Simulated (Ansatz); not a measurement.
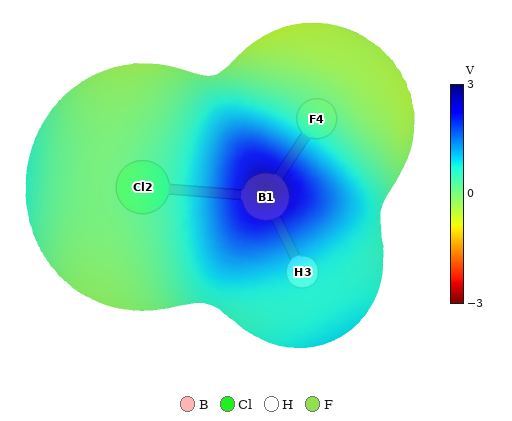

BClFH. The molecular electrostatic potential painted on the density surface at 0.004 e/bohr³, seen across its widest extent; red is negative and blue positive.

The calculation used RKS B3LYP-D4/cc-pVDZ in Ansatz 0.2.0.

The calculation's input:

```
crystal:
  periodic: [false, false, false]
  atoms:
    - { symbol: B, position_ang: [0.342014, 0.0, 0.045424] }
    - { symbol: Cl, position_ang: [0.744885, 0.0, 1.816596] }
    - { symbol: H, position_ang: [1.258694, 0.0, -0.71235] }
    - { symbol: F, position_ang: [-0.921893, 0.0, -0.327671] }
basis:
  gaussian: { orbitals: cc-pVDZ }
hamiltonian:
  xc: b3lyp
  dispersion: d4
relax:
  f_tol: 0.03
  max_steps: 50
output:
  orbitals: {}
```

Run with:

```sh
ansatz run input.yaml --threads 1 --pin off --max-ram 2048MiB --backend cpu --events-out ev --progress --plain --runs-dir out
```

The fields are those of the relaxed geometry.

Question: Where is the surface potential most negative and most positive?

Answer: The most negative region (about −0.5 V, or −12 kcal/mol for a unit charge) lies over F4, the most positive (about +2.7 V, or +62 kcal/mol for a unit charge) over B1. Cl2 shows a σ-hole: about +0.7 V, or +16 kcal/mol for a unit charge at the tip opposite its bond, against about −0.1 V on its flanks.
